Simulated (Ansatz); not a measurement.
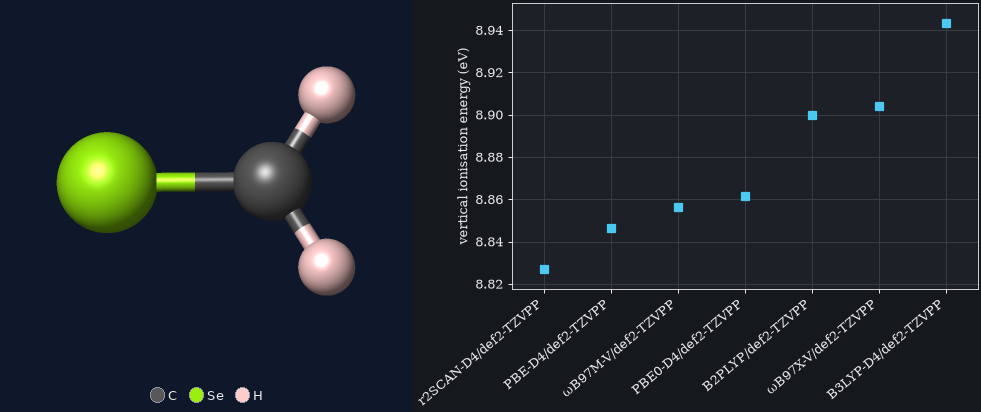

Vertical ionisation energy of CH₂Se, SMILES C=[Se], taken as the energy of the cation less that of the neutral at fixed geometry (unrestricted doublet cation, cores frozen in correlated methods, no spin-orbit coupling), the Ansatz code, at a PBE0-D4/def2-TZVP geometry (a minimum by its frequencies).

> What range do the values span?

From 8.83 eV (r2SCAN-D4/def2-TZVPP) to 8.94 eV (B3LYP-D4/def2-TZVPP).

> Give the values.

```
               level    eV
r2SCAN-D4/def2-TZVPP  8.83
   PBE-D4/def2-TZVPP  8.85
  ωB97M-V/def2-TZVPP  8.86
  PBE0-D4/def2-TZVPP  8.86
   B2PLYP/def2-TZVPP  8.90
  ωB97X-V/def2-TZVPP  8.90
 B3LYP-D4/def2-TZVPP  8.94
```

Caveats, for all or some of the runs: no scalar relativity up to krypton; outer-core shells are correlated without core-valence functions, which makes the correlated values less sure.
